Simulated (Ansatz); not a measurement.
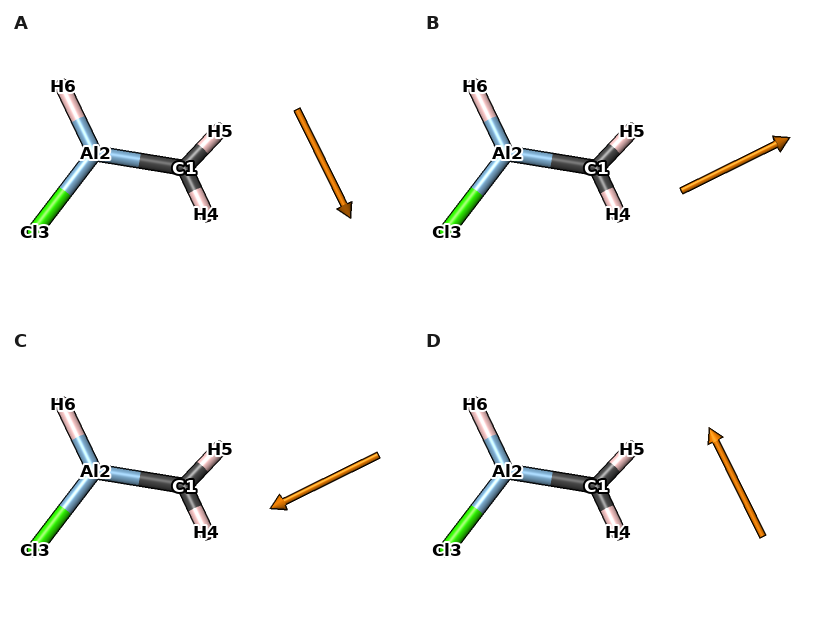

The same molecule four times, each with an arrow. State: neutral, doublet. Computed geometry: PBE0-D4/def2-TZVP optimisation. No frequency run is at hand to confirm it as a minimum. Level of theory: UKS PBE0-D4/def2-TZVP (Ansatz 0.2.0).

Which arrow points along the dipole moment, from the negative to the positive end?

B. The dipole moment is 1.91 D; it points from the side of Cl3 to the side of H5 (the outermost atoms at the two ends).
